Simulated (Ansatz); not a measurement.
Start from Ti in the diamond structure (space group Fd-3m, No. 227; a = 5.5190 Å; a hypothetical phase, not in the database extracts checked).

Structures relaxed with Ansatz (a quantum-chemistry and plane-wave program), PBEsol, PAW, cutoff 420 eV, spin-orbit coupling left out.

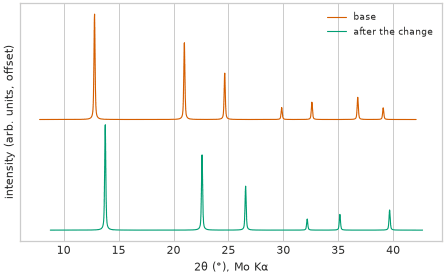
Fig. 1. Simulated powder patterns before (top) and after one change

Task: Name the change that was made.
(A) pressure 1.5 GPa
(B) pressure 10 GPa
(C) pressure −1 GPa
(D) pressure 3 GPa

Result: B, pressure 10 GPa. Its volume per atom is 16.87 Å³ against 21.01 Å³, and its space group is Fd-3m (No. 227).

Load acts through the strain it causes; cell and atoms are relaxed under it. Stability against distortions was not tested. Competing high-pressure phases were not computed. The final runs are not spin-polarised. Ti has a high density of states at the Fermi level and may be magnetic at this level.
